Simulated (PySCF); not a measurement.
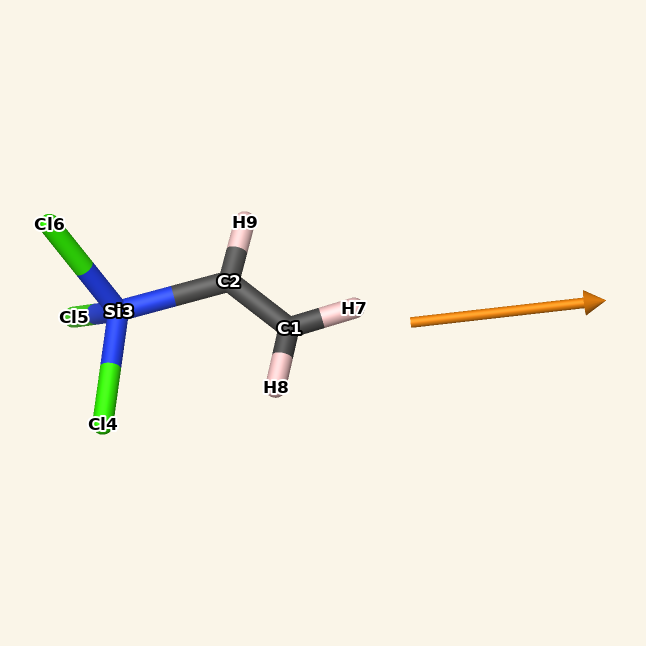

The arrow beside the molecule shows the direction of the dipole moment, from the negative to the positive end (its length means nothing). Computed geometry: PBE0-D3(BJ)/def2-SVP optimisation. No frequency run is at hand to confirm it as a minimum. Properties computed with PBE0/pcSseg-1 in water (IEF-PCM) (PySCF 2.14.0).

Estimate the dipole moment.

3.20 D; it points from the side of Cl5, Cl6 to the side of H7 (the outermost atoms at the two ends).
